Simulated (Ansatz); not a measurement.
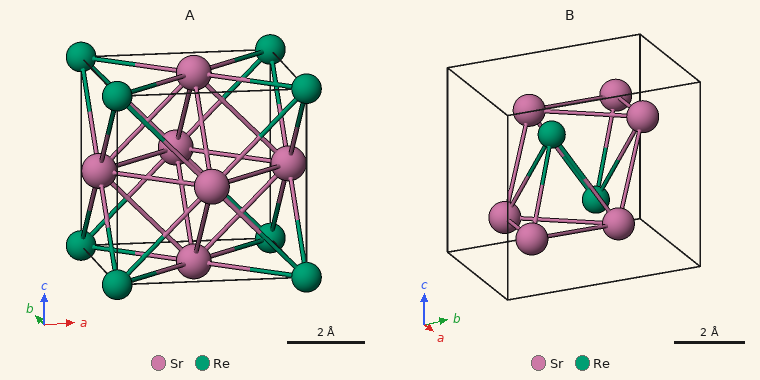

Two structures of Sr3Re, each relaxed to rest (conventional cells in solid outline, small ones repeated, not to one scale). Method: Ansatz, DFT PBE, scalar-relativistic, plane waves, PAW, without spin polarisation.

What are A and B?

A: Cu₃Au (L1₂) type, Pm-3m. B: 8 atoms a cell on a primitive hexagonal lattice, P6_3/mmc.

What is the energy order of the two?

B is lower, by 69 meV/atom at this level of theory (energies at zero smearing). Volumes: A 32.4, B 33.1 Å³/atom.

One or both may be structure types tried for this composition rather than known phases.
